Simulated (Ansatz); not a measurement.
# SiH (SMILES [SiH]) at UPBE0/3-21G

Aim: the electronic atomisation energy of SiH at UPBE0/3-21G, from 3 runs. 

The calculation is run with Ansatz 0.2.0.

66 further runs of the same task are left out: 2 that didn't finish, 64 set aside as unsound or not needed.

### Step 1. The molecule

The species is SiH (2 atoms), meant as a doublet with charge 0. SMILES: `[SiH]`. The shape is that of a GFN2-xTB optimisation.

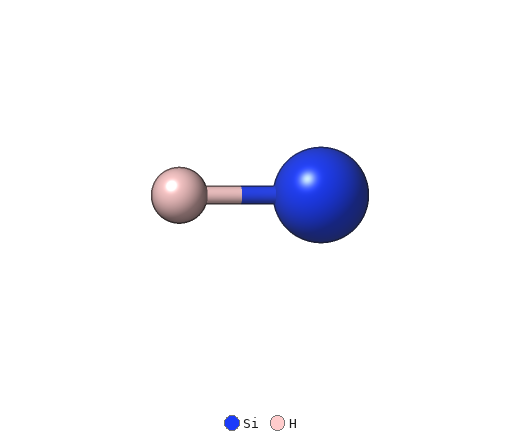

Viewed from a chosen angle; silicon blue, hydrogen pink.

### Step 2. The energy at UPBE0/3-21G

Contents of run.yaml:

```yaml
basis:
  gaussian:
    orbitals: 3-21G.json
crystal:
  periodic: [false, false, false]
  atoms:
    - {symbol: Si, position_ang: [0.000000, 0.000000, 0.000000]}
    - {symbol: H, position_ang: [0.000000, 0.000000, 1.516560]}
magnetization:
  spin_polarized: true
  initial_magnetization: 1
hamiltonian:
  xc: pbe0
accuracy: high
```

The basis set 3-21G is read from a file made from the Basis Set Exchange's data (not shown).

Command:

```console
$ ansatz run run.yaml --threads 1 --pin off --max-ram 2610MiB --events-out events.jsonl --progress --plain --runs-dir runs
```

What it wrote:

```text
Warning: RAYON_NUM_THREADS=1 ignored (pool sized by the plan → 1); use --threads N
Functional definition: PBE0
  name "PBE0"
  parameter a = 0.25
  parameter kappa = 0.804
  parameter beta = 0.06672455060314922
  exchange = (1 - a)*pbe_x(kappa = kappa, mu = beta*pi^2/3) + a*exact_x
  correlation = pbe_c(beta = beta)
284 factors; integrals over basis functions are off by at most 2.9e-9 eV
mean field evaluation 1: about -7845.6893 eV, gradient 2.7e0 eV
mean field evaluation 2: about -7845.7444 eV, gradient 9.3e-1 eV
mean field evaluation 4: about -7845.7505 eV, gradient 2.3e-1 eV
mean field evaluation 8: about -7845.7511 eV, gradient 2.8e-3 eV
mean field evaluation 16: about -7845.7511 eV, gradient 1.2e-8 eV
mean field -7845.75112988 eV, -288.3260359819 hartree, gradient 1.2e-8 eV, S^2 0.751089; 1 other end points of the search recorded, 0 dependent functions left out
reference -7845.75113146 eV, -288.3260360400 hartree; 8, 7 occupied and 7, 8 virtual orbitals, 284 factors
Total energy: -7845.75113146 eV, -288.3260360400 hartree
```

Run time: 0.62 s. Hardware: 1 thread of Arm Neoverse V2, shared host.

### Step 3. The H atom

Contents of input.yaml:

```yaml
crystal:
  periodic: [false, false, false]
  atoms:
    - {symbol: H, position_ang: [0.000000, 0.000000, 0.000000]}
basis:
  gaussian: {orbitals: 3-21G.json}
magnetization: {spin_polarized: true, initial_magnetization: 1}
accuracy: high
hamiltonian: {xc: {name: PBE0}}
```

The basis set 3-21G is read from a file made from the Basis Set Exchange's data (not shown).

Command:

```console
$ ansatz run input.yaml --threads 1 --pin off --max-ram 2610MiB --events-out events.jsonl --progress --plain --runs-dir runs
```

What it wrote:

```text
Warning: RAYON_NUM_THREADS=1 ignored (pool sized by the plan → 1); use --threads N
[... 7 set-up lines as earlier in the session ...]
3 factors; integrals over basis functions are off by at most 1.3e-8 eV
mean field evaluation 1: about -13.5068 eV, gradient 4.4e-1 eV
mean field evaluation 2: about -13.5084 eV, gradient 3.7e-2 eV
mean field evaluation 4: about -13.5078 eV, gradient 3.0e-5 eV
mean field evaluation 8: about -13.5078 eV, gradient 2.2e-10 eV
mean field -13.50777999 eV, -0.4964017588 hartree, gradient 2.1e-9 eV, S^2 0.750000; 0 other end points of the search recorded, 0 dependent functions left out
reference -13.50778070 eV, -0.4964017850 hartree; 1, 0 occupied and 1, 2 virtual orbitals, 3 factors
Total energy: -13.50778070 eV, -0.4964017850 hartree
```

Run time: 0.1 s. Hardware: 1 thread of Arm Neoverse V2, shared host.

### Step 4. The Si atom

Contents of input.yaml:

```yaml
crystal:
  periodic: [false, false, false]
  atoms:
    - symbol: Si
      position_ang: [0.000000, 0.000000, 0.000000]
basis:
  gaussian: {orbitals: 3-21G.json}
magnetization: {spin_polarized: true, initial_magnetization: 2}
accuracy: high
hamiltonian: {xc: {name: PBE0}}
```

The basis set 3-21G is read from a file made from the Basis Set Exchange's data (not shown).

Command:

```console
$ ansatz run input.yaml --threads 1 --pin off --max-ram 2610MiB --events-out events.jsonl --progress --plain --runs-dir runs
```

What it wrote:

```text
Warning: RAYON_NUM_THREADS=1 ignored (pool sized by the plan → 1); use --threads N
[... 7 set-up lines as earlier in the session ...]
78 factors; integrals over basis functions are off by at most 3.4e-9 eV
mean field evaluation 1: about -7829.4301 eV, gradient 1.2e0 eV
mean field evaluation 2: about -7829.4458 eV, gradient 3.0e-1 eV
mean field evaluation 4: about -7829.4476 eV, gradient 5.4e-2 eV
mean field evaluation 8: about -7829.4476 eV, gradient 1.1e-5 eV
mean field -7829.44764293 eV, -287.7268938875 hartree, gradient 1.6e-8 eV, S^2 2.000013; 0 other end points of the search recorded, 0 dependent functions left out
reference -7829.44764434 eV, -287.7268939395 hartree; 8, 6 occupied and 5, 7 virtual orbitals, 78 factors
Total energy: -7829.44764434 eV, -287.7268939395 hartree
```

It took 0.42 s on 1 thread of Arm Neoverse V2, shared host.

### Step 5. Outcome

At UPBE0/3-21G:

```
                     quantity          value
       molecule: total energy  -288.32604 Eh
               molecule: ⟨S²⟩          0.751
         H atom: total energy    -0.49640 Eh
                 H atom: ⟨S²⟩          0.750
        Si atom: total energy  -287.72689 Eh
                Si atom: ⟨S²⟩          2.000
electronic atomisation energy       2.796 eV
```

In words: Taking the molecule apart into free atoms costs 2.80 eV (64 kcal/mol), before zero-point energy and without spin-orbit coupling. The basis has no polarisation functions, which makes bonds too weak.
